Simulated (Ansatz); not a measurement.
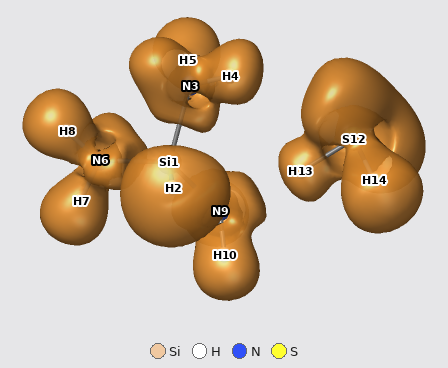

The picture shows: H₇N₃Si···H₂S. Isosurface of the ELF at 0.75 (orange), seen at a tilt. Only the valence region is drawn (cores and ρ < 0.01 e/Å³ removed).

These are results of RKS PBE/6-31G* in Ansatz 0.2.0, not measurements.

```xyz
14

Si   -0.1799    0.3821   -0.0320
H    -0.4601    0.6868    1.4137
N     1.5392    0.4727   -0.2255
H     2.1071   -0.0600    0.4382
H     1.9097    0.3534   -1.1703
N    -0.7957    1.4271   -1.2804
H    -1.8025    1.4524   -1.4429
H    -0.3988    2.3653   -1.3530
N    -0.9328   -1.2093   -0.2229
H    -1.7235   -1.4222    0.3899
H    -1.1355   -1.5312   -1.1734
S     1.6178   -3.1951    0.7450
H     0.5174   -2.4380    0.3457
H     1.0671   -3.4877    1.9535
```

Where are the electrons localised?

Answer. The ELF exceeds this value in one region around a hydrogen nucleus, three joined regions spread over several atoms (H, N), in which their bonds and any lone pairs are merged and one joined region spread over several atoms (H, S), in which their bonds and any lone pairs are merged.

Values along the shortest contacts:
N9···H13 (1.98 Å): the ELF dips to about 0.20 between them. Si–N (1.73 Å): the ELF peaks at about 0.90 between the atoms, as expected for a shared but strongly polarised pair.
